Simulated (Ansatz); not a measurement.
The figure comes from a scan of ZrPbO₃ (cubic perovskite): a phonon pattern at M = (0.5, 0.5, 0.0) is frozen into a 10-atom cell, Q being the largest atomic displacement. Level of theory: LDA (plane waves to 420 eV, PAW, scalar-relativistic; Ansatz, a first-principles code). k mesh 8×8×8 (Γ-centred), Fermi-Dirac smearing 0.05 eV. The energy includes the smearing's −TS. Spin-orbit coupling is left out, though Pb is heavy. This is a high-temperature form of ZrPbO3. ZrPbO3 is run without spin polarisation. ZrPbO3 was relaxed with its symmetry unable to fall. The zero of ΔE is the undisplaced structure.

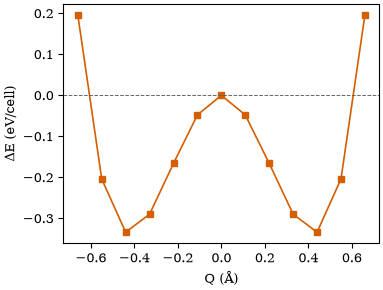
Fig. 1. ΔE (eV/cell) against Q (Å); computed points joined by lines.

Question: Read the plotted values off the figure, to the accuracy that the plot allows.

Answer: To the nearest 0.01:

| Q (Å) | ΔE (eV/cell) |
|---|---|
| -0.660 | 0.20 |
| -0.550 | -0.20 |
| -0.440 | -0.33 |
| -0.330 | -0.29 |
| -0.220 | -0.17 |
| -0.110 | -0.05 |
| 0.000 | 0.00 |
| 0.110 | -0.05 |
| 0.220 | -0.17 |
| 0.330 | -0.29 |
| 0.440 | -0.33 |
| 0.550 | -0.20 |
| 0.660 | 0.20 |

(For displaced atoms, the force is minus the slope of the energy, and its curvature is a force constant, which sets phonon frequencies.)
